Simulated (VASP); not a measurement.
Band structure of Bi (space group P2_1/m). These are LDA (Ceperley-Alder, Perdew-Zunger), VASP's LDA PAW potentials (set 64) (plane waves; VASP) values and carry that method's errors.

Unless said otherwise, spin-orbit coupling is left out, though it shifts the bands of the heavy elements here.

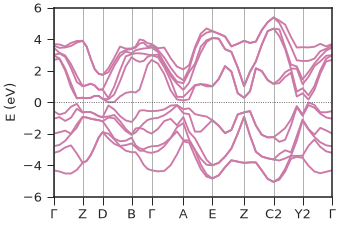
Bands along high-symmetry lines, zero at the valence-band maximum or, without a gap, the Fermi level

Read the plot: is there a gap, and where are the band edges?

It has no gap at this level: it comes out as a metal or semimetal.

The structure comes from a computed database's Bi entry; how it stands against other phases isn't given here. The cell was not relaxed at this level. The k-mesh is coarse (spacing up to 0.35 per Å, 2π included), so the numbers may not be converged in it.
